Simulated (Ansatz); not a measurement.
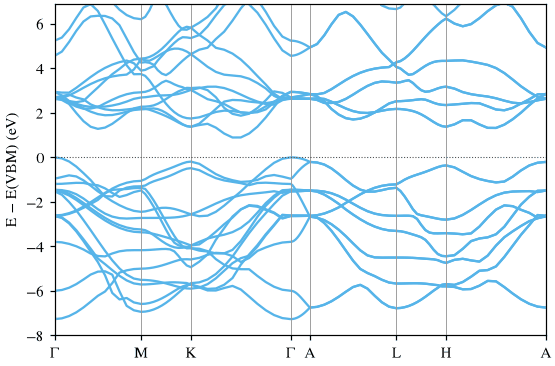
Figure. Band structure from plane-wave PAW PBE+D3(BJ) (Ansatz code)

Problem. Read off the gap and where the band edges lie.

Solution. About 0.9 eV (0.87 eV by a search for the band edges); maximum at Γ, minimum on the K–Γ line, 46 % of the way from K.

The material is WSe$_{2}$ in space group P6_3/mmc (No. 194; W on 2d, Se on 4f).

Symmetry was held in the PBE+D3(BJ) relaxation; phonons on a q-mesh show no instability. The run is not spin-polarised. Spin–orbit coupling is left out wherever it is not named.

Potentials: the later of the program's two PAW sets.
